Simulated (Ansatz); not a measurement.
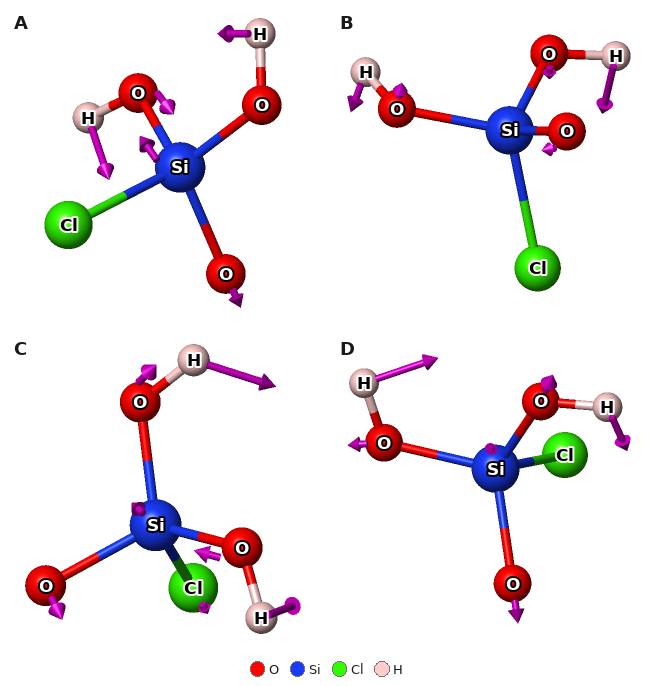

4 normal modes of one molecule or complex, as arrows. The species is neutral and a spin doublet. Harmonic vibrations computed with UKS PBE0-D4/def2-TZVP (Ansatz 0.2.0) at a stationary point of the same level.

Match the panels to the wavenumbers 140 cm⁻¹, 319 cm⁻¹, 804 cm⁻¹, 988 cm⁻¹.

A: 988 cm⁻¹
B: 140 cm⁻¹
C: 319 cm⁻¹, O–Si–O bending
D: 804 cm⁻¹
